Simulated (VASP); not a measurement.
Band structure of WP (relaxed from the wurtzite structure, space group P6_3mc). Calculation: r2SCAN meta-GGA, VASP's PBE PAW potentials (set 64) (plane waves; VASP 6.6.1).

Unless said otherwise, spin-orbit coupling is left out, though it shifts the bands of the heavy elements here.

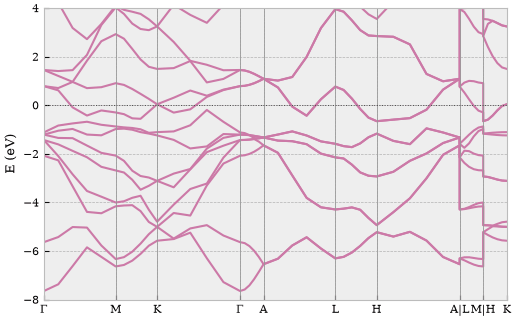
Fig. 1. Bands along high-symmetry lines, zero at the valence-band maximum or, without a gap, the Fermi level

Task: Read the plot: is there a gap, and where are the band edges?

Result: It has no gap at this level: it comes out as a metal or semimetal.

The structure was generated: WP was put into the wurtzite type (P6_3mc), which need not be its known phase. It was relaxed first, which changed the volume by -45 %.
